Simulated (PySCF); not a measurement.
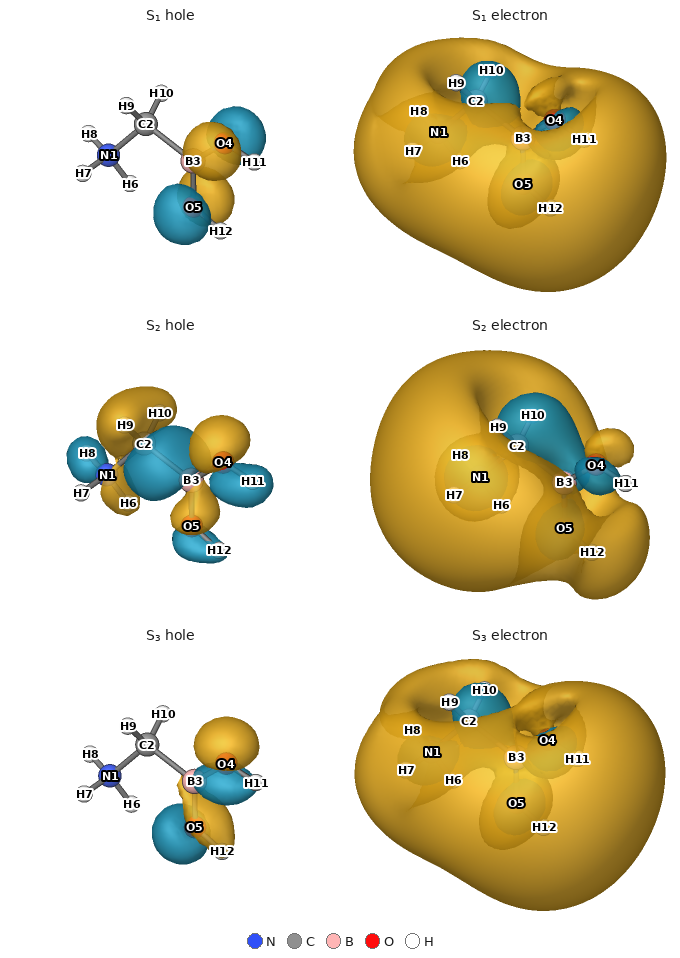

*CH₇BNO₂, charge +1, SMILES `[NH3+]CB(O)O`. Leading natural transition orbitals (full linear response singlet states).*

Method: CAM-B3LYP/6-31+G*; geometry: GFN2-xTB; program: PySCF. No frequency check shows the geometry to be a minimum.

Give the energy and character of each state.

Answer. By state:
- S₁: 8.59 eV (144 nm), f = 0.002 (very weak), partly diffuse acceptor orbital; the leading pair carries 98 %; hole on O4 and O5 (42 % each) and B3 (8 %), electron on B3 (25 %), H12 (16 %) and O5 (12 %) (atom shares of so diffuse an orbital are rough); their centroids lie 0.7 Å apart.
- S₂: 8.78 eV (141 nm), f = 0.018, partly diffuse acceptor orbital; the leading pair carries 96 %; hole on C2 (32 %), O4 (21 %) and B3 (17 %), electron on N1 (17 %), B3 (16 %) and C2 (14 %) (atom shares of so diffuse an orbital are rough); their centroids lie 1.6 Å apart.
- S₃: 9.15 eV (135 nm), f = 0.004, diffuse (Rydberg-like) orbital; the leading pair carries 70 %; hole on O4 (40 %), O5 (32 %) and B3 (10 %), electron on B3 (24 %), H11 and H12 (12 % each) and O4 and O5 (9 % each) (atom shares of so diffuse an orbital are rough) (shares are of the whole state, not of the leading pair alone); their centroids lie 0.6 Å apart; S₄ lies within 0.1 eV of it.
